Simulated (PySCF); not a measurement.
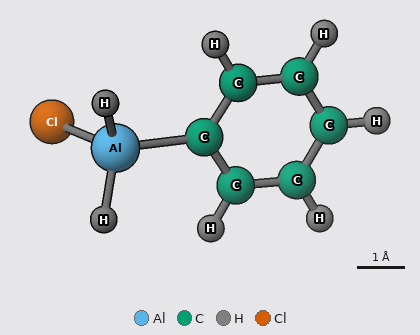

Figure 1. The input geometry (ball-and-stick view, seen at a tilt). Sticks mark near contacts. Bond lengths as drawn: Al–C 2.05 Å, Al–Cl 2.09 Å, Al–H 1.60 Å, C–C 1.38 to 1.40 Å and C–H 1.08 to 1.09 Å.

## Run report: C6H7AlCl (charge −1), geometry relaxation

System: C6H7AlCl, charge −1.
Method: PBE0-D3(BJ)/ma-def2-SVP geometry optimisation, gas phase (PySCF 2.14.0).

### Log
```
step   0  E = -934.69801923  max force = 0.036234
step   1  E = -934.70532698  max force = 0.003263
step   2  E = -934.70545922  max force = 0.001777
step   3  E = -934.70543755  max force = 0.001788
step   4  E = -934.70548993  max force = 0.000803
step   5  E = -934.70548845  max force = 0.000772
step   6  E = -934.70549633  max force = 0.000239
optimisation converged
```

### Trajectory as extended XYZ (Å, eV, eV/Å), 7 frames, from step=0 to step=6
```
15
Properties=species:S:1:pos:R:3:forces:R:3 step=0 energy=-25434.42861
Al    2.8149   -0.1052    0.2892   -1.0519  -0.4900  -1.4527
C     0.7701    0.0204    0.1910    0.7248  -0.0943  -0.0785
C     0.1174    1.1321   -0.3477    0.3919   0.1159   0.0389
C    -1.2577    1.1927   -0.4906   -0.2214   0.1928  -0.0817
C    -2.0393    0.1208   -0.0921   -0.2757   0.0116  -0.0205
C    -1.4304   -1.0023    0.4436   -0.2479  -0.1545   0.0679
C    -0.0534   -1.0405    0.5763    0.3673  -0.1068   0.1384
H     3.4547    0.8302   -0.8378    0.1105   0.2511  -0.3222
H     3.2532   -1.6367    0.1673    0.0600  -0.4193  -0.0528
H     0.7248    1.9745   -0.6652    0.1320   0.3552  -0.1676
H    -1.7307    2.0739   -0.9135   -0.1251   0.3007  -0.1375
H    -3.1180    0.1606   -0.1978   -0.3665   0.0109  -0.0468
H    -2.0394   -1.8456    0.7554   -0.1672  -0.2830   0.1094
H     0.4185   -1.9254    0.9934    0.0692  -0.3761   0.1424
Cl    3.4713    0.5964    2.1485    0.6001   0.6859   1.8632
15
Properties=species:S:1:pos:R:3:forces:R:3 step=1 energy=-25434.62747
Al    2.7985   -0.1470    0.2500    0.1678  -0.0002  -0.0471
C     0.7936   -0.0003    0.1439   -0.0397   0.0195   0.0939
C     0.1429    1.1366   -0.3691    0.0161   0.0072  -0.0642
C    -1.2482    1.2193   -0.4794    0.0075   0.0418  -0.0090
C    -2.0455    0.1514   -0.0658   -0.0360   0.0084   0.0070
C    -1.4358   -0.9878    0.4611   -0.0022  -0.0321   0.0239
C    -0.0434   -1.0507    0.5629   -0.0026  -0.0565  -0.0382
H     3.4703    0.8290   -0.8811   -0.0305  -0.0644   0.1080
H     3.2366   -1.7215    0.1435   -0.0246   0.1287   0.0282
H     0.7458    1.9862   -0.7130   -0.0039  -0.0113   0.0155
H    -1.7146    2.1203   -0.8931    0.0094  -0.0060   0.0074
H    -3.1353    0.2054   -0.1561    0.0097   0.0061   0.0098
H    -2.0501   -1.8328    0.7911    0.0066   0.0098   0.0007
H     0.4109   -1.9630    0.9690   -0.0113   0.0197   0.0028
Cl    3.4725    0.5990    2.2814   -0.0662  -0.0705  -0.1388
15
Properties=species:S:1:pos:R:3:forces:R:3 step=2 energy=-25434.63107
Al    2.8046   -0.1640    0.1995   -0.0071   0.0165   0.0914
C     0.7925   -0.0161    0.1408    0.0012   0.0100  -0.0464
C     0.1501    1.1284   -0.3677   -0.0097  -0.0012   0.0031
C    -1.2413    1.2314   -0.4566    0.0012  -0.0019  -0.0005
C    -2.0475    0.1739   -0.0311   -0.0010   0.0097   0.0056
C    -1.4456   -0.9755    0.4846    0.0096  -0.0012   0.0004
C    -0.0526   -1.0586    0.5648    0.0068   0.0046   0.0022
H     3.4659    0.8199   -0.9116   -0.0010   0.0180  -0.0065
H     3.2495   -1.7215    0.0822    0.0091  -0.0226  -0.0013
H     0.7602    1.9709   -0.7155   -0.0041  -0.0089   0.0004
H    -1.7010    2.1391   -0.8629    0.0043  -0.0011   0.0058
H    -3.1376    0.2437   -0.1034    0.0048   0.0058   0.0082
H    -2.0661   -1.8126    0.8223    0.0004   0.0067   0.0023
H     0.3938   -1.9759    0.9671    0.0013   0.0027  -0.0040
Cl    3.4726    0.5643    2.2306   -0.0158  -0.0372  -0.0608
15
Properties=species:S:1:pos:R:3:forces:R:3 step=3 energy=-25434.63048
Al    2.8010   -0.2314    0.1729   -0.0626   0.0919   0.0303
C     0.7938   -0.0158    0.1081    0.0085  -0.0672  -0.0131
C     0.1595    1.1395   -0.3854    0.0089  -0.0223   0.0170
C    -1.2318    1.2661   -0.4399    0.0073  -0.0172   0.0087
C    -2.0456    0.2224    0.0057    0.0186  -0.0019   0.0045
C    -1.4512   -0.9388    0.5043   -0.0035   0.0218  -0.0089
C    -0.0584   -1.0453    0.5500   -0.0191   0.0182  -0.0006
H     3.4949    0.7441   -0.9196    0.0360   0.0340  -0.0548
H     3.2094   -1.7955    0.0552   -0.0077  -0.0597  -0.0175
H     0.7744    1.9729   -0.7446    0.0132   0.0041  -0.0064
H    -1.6851    2.1825   -0.8326   -0.0014   0.0037   0.0022
H    -3.1356    0.3124   -0.0372   -0.0029   0.0049   0.0062
H    -2.0776   -1.7650    0.8571   -0.0043   0.0002   0.0047
H     0.3837   -1.9690    0.9418   -0.0073  -0.0047  -0.0008
Cl    3.4628    0.4634    2.2062    0.0163  -0.0058   0.0286
15
Properties=species:S:1:pos:R:3:forces:R:3 step=4 energy=-25434.63190
Al    2.8001   -0.2293    0.1592   -0.0296   0.0110  -0.0056
C     0.7925   -0.0319    0.1050    0.0098  -0.0166  -0.0166
C     0.1661    1.1292   -0.3843   -0.0048  -0.0083   0.0059
C    -1.2241    1.2687   -0.4315   -0.0016  -0.0088   0.0078
C    -2.0447    0.2326    0.0186    0.0121   0.0006   0.0005
C    -1.4581   -0.9345    0.5121   -0.0014   0.0121  -0.0030
C    -0.0662   -1.0543    0.5498   -0.0039   0.0135   0.0031
H     3.4848    0.7595   -0.9336    0.0054   0.0059  -0.0195
H     3.2155   -1.7946    0.0296   -0.0014  -0.0189  -0.0181
H     0.7876    1.9569   -0.7457    0.0051   0.0034  -0.0048
H    -1.6713    2.1896   -0.8207   -0.0010   0.0043   0.0016
H    -3.1340    0.3331   -0.0167   -0.0036   0.0039   0.0045
H    -2.0900   -1.7548    0.8688   -0.0037  -0.0008   0.0032
H     0.3689   -1.9821    0.9395   -0.0004  -0.0076  -0.0005
Cl    3.4666    0.4546    2.1919    0.0188   0.0063   0.0413
15
Properties=species:S:1:pos:R:3:forces:R:3 step=5 energy=-25434.63186
Al    2.7966   -0.2651    0.1137   -0.0221  -0.0117  -0.0203
C     0.7914   -0.0479    0.0880    0.0003  -0.0015  -0.0157
C     0.1764    1.1253   -0.3865   -0.0003  -0.0002  -0.0018
C    -1.2114    1.2910   -0.4043   -0.0028  -0.0016   0.0061
C    -2.0416    0.2697    0.0615    0.0041   0.0006   0.0003
C    -1.4666   -0.9092    0.5402   -0.0009   0.0043   0.0027
C    -0.0767   -1.0550    0.5486    0.0027   0.0027   0.0021
H     3.4805    0.7304   -0.9758   -0.0039  -0.0022  -0.0042
H     3.1980   -1.8334   -0.0421   -0.0010  -0.0023  -0.0104
H     0.8061    1.9422   -0.7587   -0.0001   0.0007  -0.0025
H    -1.6493    2.2213   -0.7817   -0.0001   0.0020   0.0014
H    -3.1293    0.3912    0.0508   -0.0009   0.0020   0.0030
H    -2.1061   -1.7180    0.9096   -0.0010   0.0002   0.0013
H     0.3486   -1.9915    0.9287    0.0000  -0.0033  -0.0016
Cl    3.4775    0.3911    2.1503    0.0258   0.0106   0.0397
15
Properties=species:S:1:pos:R:3:forces:R:3 step=6 energy=-25434.63208
Al    2.7929   -0.2884    0.0812   -0.0031  -0.0123  -0.0064
C     0.7899   -0.0567    0.0764   -0.0023   0.0042  -0.0072
C     0.1813    1.1239   -0.3876   -0.0004   0.0039  -0.0026
C    -1.2046    1.3054   -0.3840    0.0001   0.0039   0.0003
C    -2.0391    0.2931    0.0928   -0.0032   0.0008   0.0017
C    -1.4706   -0.8933    0.5605    0.0008  -0.0031   0.0028
C    -0.0825   -1.0551    0.5478    0.0019  -0.0016   0.0039
H     3.4730    0.7099   -1.0089   -0.0047  -0.0026   0.0044
H     3.1824   -1.8583   -0.0939    0.0002   0.0044  -0.0006
H     0.8148    1.9343   -0.7677   -0.0018  -0.0015  -0.0003
H    -1.6374    2.2415   -0.7530    0.0004  -0.0001   0.0015
H    -3.1254    0.4275    0.0998    0.0010   0.0005   0.0019
H    -2.1138   -1.6953    0.9384    0.0009   0.0008   0.0002
H     0.3374   -1.9971    0.9203    0.0006   0.0007  -0.0024
Cl    3.4965    0.3505    2.1204    0.0094   0.0019   0.0027
```

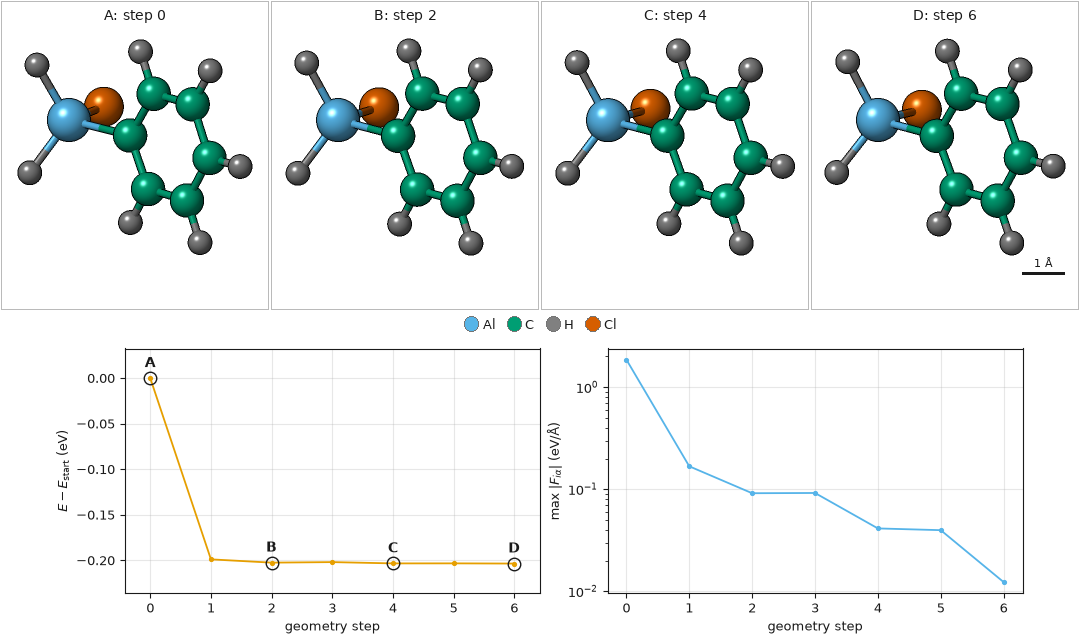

Figure 2. Frames of the relaxation (ball-and-stick view, seen at a tilt) above the curves, on which the letters mark them (steps are counted from 0).

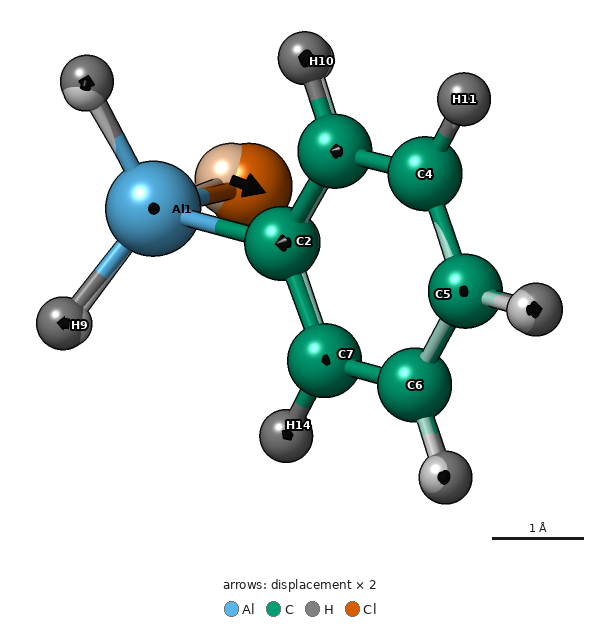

Figure 3. Start (faint) and end (solid) with the displacements as black arrows, magnified 2 times (ball-and-stick view, seen at a tilt). The two geometries are laid on each other by the best rigid fit. Over 6 geometry steps the energy falls by 0.203 eV. The largest force component goes from 1.9 to 0.012 eV/Å. The atom that moves furthest after the best rigid fit is Cl15 (0.21 Å). By element the largest moves are Cl 0.21 Å, H 0.11 Å, C 0.09 Å, Al 0.05 Å. Distances before and after: Al1–Cl15 2.093 → 2.250 Å, Al1–C2 2.051 → 2.016 Å, Al1–H8 1.598 → 1.627 Å, C3–C4 1.384 → 1.398 Å. Among the angles that change: C2–Al1–Cl15 109.6° → 106.3°. (Atoms are counted from 1 in the order of the input.)

This output came from the following input.

### Input
```
{"job": {"xc": "PBE0", "basis": "ma-def2-SVP", "d3": "d3bj", "grid": 1, "kind": "geom"}, "charge": -1, "multiplicity": 1}
Al     2.814856    -0.105173     0.289182
C      0.770113     0.020418     0.191021
C      0.117422     1.132061    -0.347682
C     -1.257695     1.192713    -0.490616
C     -2.039252     0.120757    -0.092068
C     -1.430410    -1.002292     0.443555
C     -0.053429    -1.040505     0.576302
H      3.454677     0.830199    -0.837848
H      3.253207    -1.636724     0.167278
H      0.724808     1.974505    -0.665190
H     -1.730714     2.073890    -0.913461
H     -3.117993     0.160569    -0.197752
H     -2.039434    -1.845572     0.755395
H      0.418487    -1.925396     0.993439
Cl     3.471317     0.596364     2.148486
```

The first line tells a small driver script what to run in PySCF; the rest is the geometry in Å.

Launched with:
```bash
OMP_NUM_THREADS=1 python <driver script> task.json out
```

### Results in brief

- outcome: converged
- total energy: −934.705496 hartree
- point group: C1
- hardware: 1 CPU thread, shared host
- wall time: 1.7 min
- peak memory: 0.77 GiB
